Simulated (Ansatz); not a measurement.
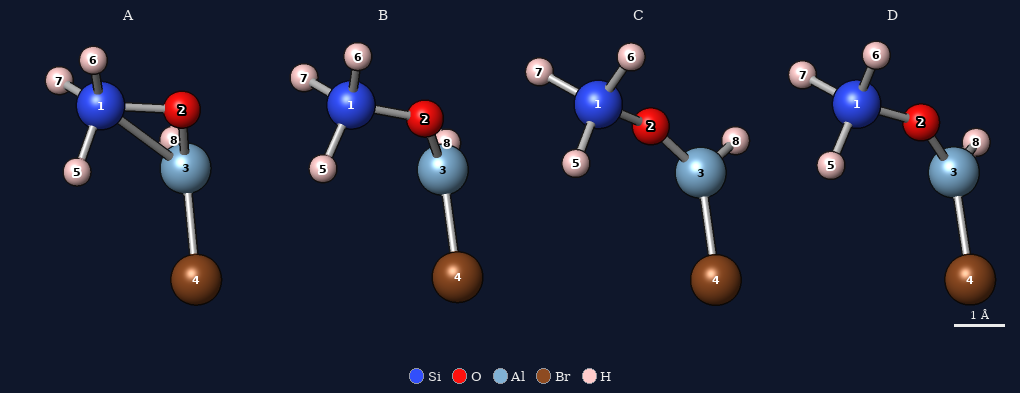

4 geometries from one relaxation of AlSiH$_{4}$OBr (coarse preliminary run), in shuffled order. The picture is a ball-and-stick view, seen from a free direction.

The start comes from a force field.

Computed with RKS PBE-D4/def2-SVP (Ansatz). Settings: force threshold 0.03 eV/Å; at most 200 steps.

Q: Put them in the order of the run, from the start to the converged end.

A: A, B, D, C. They are steps 0, 3, 5, 8, at +62.1 kJ/mol, +15.7 kJ/mol, +4.35 kJ/mol relative to the last. O2 moves most after the best rigid fit: 1.12 Å. By element the largest moves are O 1.12 Å, H 1.06 Å, Al 0.30 Å, Si 0.29 Å, Br 0.22 Å. Near-neighbour distances that change, for instance: Si1–Al3 2.796 → 3.329 Å, O2–Al3 1.832 → 1.703 Å, Al3–H8 1.651 → 1.579 Å, Si1–H7 1.445 → 1.504 Å. Bond angles that change, for instance: Si1–O2–Al3 104.3° → 161.4°, O2–Si1–H7 114.2° → 109.3°, H5–Si1–H6 104.7° → 108.9°. Groups turn about O2–Al3 by about 85°, Si1–O2 by about 65°. After 8 geometry steps the energy has fallen by 62.1 kJ/mol. Largest force component: 2.1 eV/Å at the start, 0.021 eV/Å at the end. Cost: 11 s on 4 threads of Arm Neoverse V2 (shared host).
